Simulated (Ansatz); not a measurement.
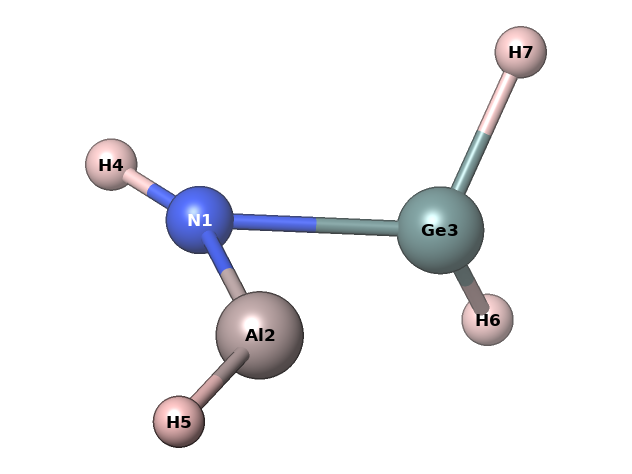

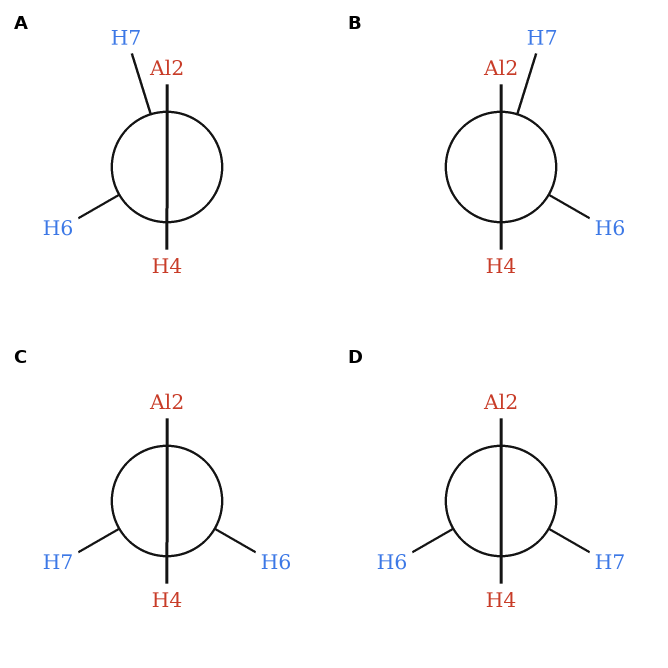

Depth is shown by fading: the farther an atom, the more it takes the colour of the background. Bonds that would overlap in a projection are set slightly apart. The geometry was computed by an optimisation with PBE-D4/def2-SVP. No frequency run is at hand to confirm it as a minimum.

### Which Newman projection shows the view along N1–Ge3, with N1 in front?

C. The torsion angle Al2–N1–Ge3–H6 is 120°, anticlinal.
